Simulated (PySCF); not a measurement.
| atom | x (Å) | y (Å) | z (Å) |
| --- | --- | --- | --- |
| C | -1.5085 | 1.7709 | -0.8651 |
| O | -0.5214 | 0.7765 | -0.9123 |
| Si | -0.7356 | -0.8275 | -0.8693 |
| S | -2.0623 | -1.3547 | 0.7374 |
| C | 1.0120 | -1.5007 | -0.5861 |
| S | 1.5634 | -1.5204 | 1.1592 |
| Si | 1.7641 | 0.5729 | 1.5880 |
| H | -2.0553 | 1.8054 | -1.8089 |
| H | -2.2158 | 1.5730 | -0.0568 |
| H | -1.0133 | 2.7261 | -0.6943 |
| H | -1.3266 | -1.3488 | -2.0973 |
| H | -1.1807 | -2.0777 | 1.4108 |
| H | 1.0592 | -2.5388 | -0.9023 |
| H | 1.7462 | -0.9410 | -1.1585 |
| H | 2.6323 | 0.5681 | 2.7532 |
| H | 0.4570 | 1.1486 | 1.8783 |
| H | 2.3783 | 1.1802 | 0.4142 |

Geometry: GFN2-xTB.

Theory: PBE0/pcSseg-1, SCF density, gas phase, non-relativistic (PySCF 2.14.0).

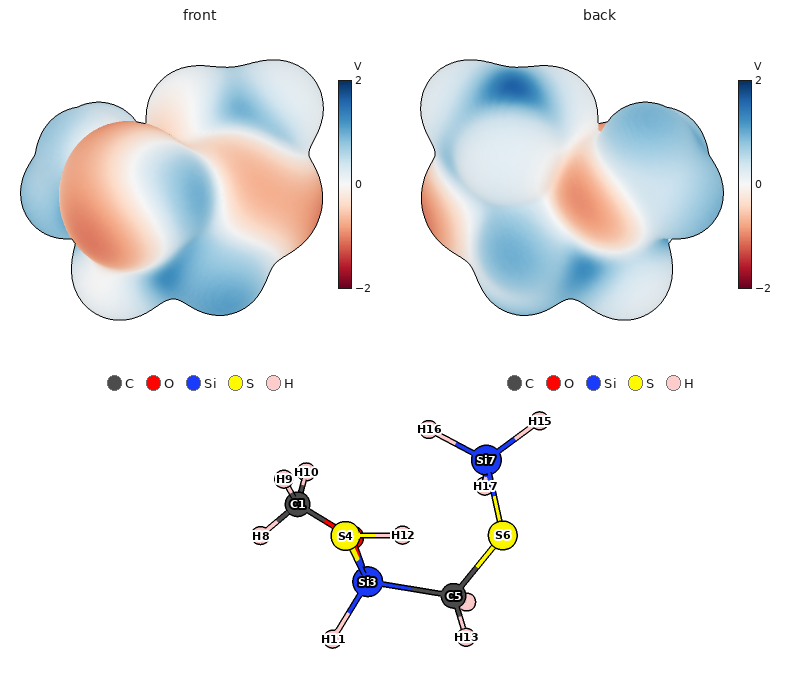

C₂H₁₀OS₂Si₂. The electrostatic potential painted on the density surface at 0.002 e/bohr³, seen from the front and from behind; red is negative and blue positive. The bare structure is drawn below in the same view.

Describe the electrostatic potential map.

Answer. The most negative region (about −1.0 V, or −23 kcal/mol for a unit charge) lies over S4 and S6, the most positive (about +1.6 V, or +37 kcal/mol for a unit charge) over Si3 and Si7.
